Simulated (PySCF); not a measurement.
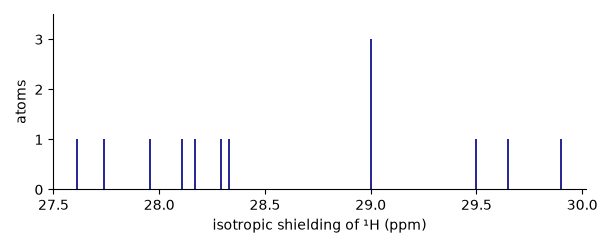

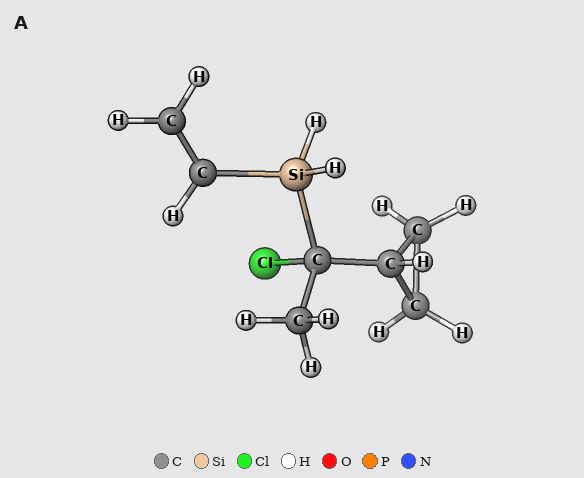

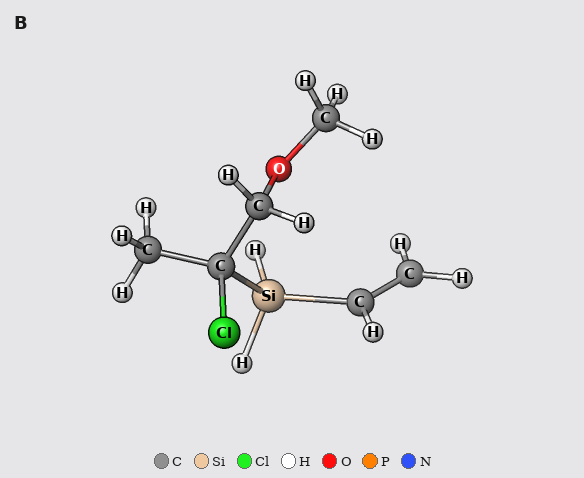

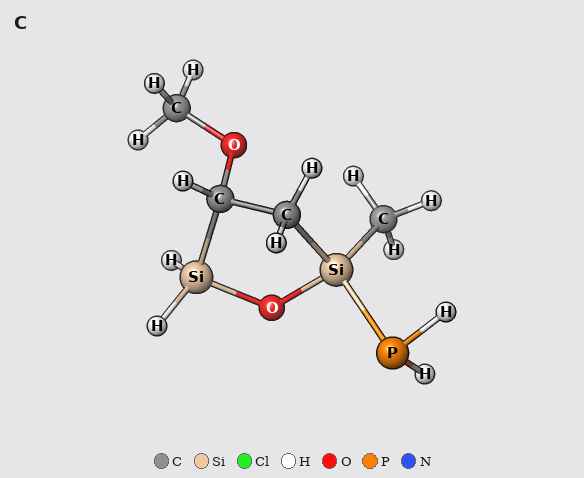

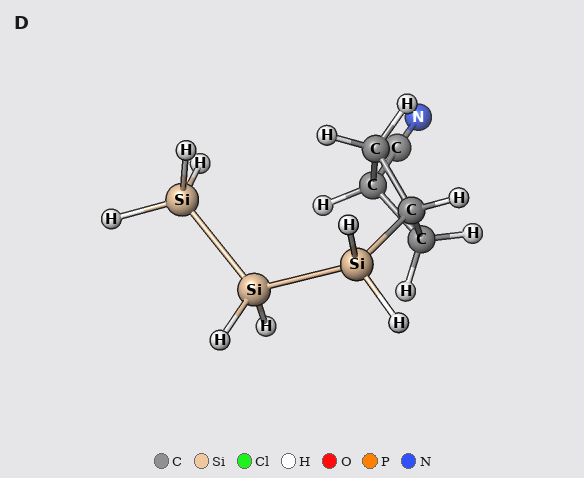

The sticks are computed shieldings of one of the molecules, for one fixed geometry (GFN2-xTB) without averaging over rotations. Low shielding means a high chemical shift. Method: GIAO PBE0/pcSseg-1 NMR shielding, non-relativistic, gas phase (PySCF 2.14.0).

**Match the spectrum to a structure.**

D, `N#C[C@H]1C[C@H]([SiH2][SiH2][SiH3])C1`. Its 13 H atoms give lines at 27.61, 27.74, 27.96, 28.11, 28.17, 28.29, 28.33, 29.00 (3 atoms), 29.50, 29.65, 29.90 ppm.

The geometry is semi-empirical. Around P, Si such bond lengths and angles can be off by a tenth of an ångström or more and by several degrees, and values that hang on the shape move with them.
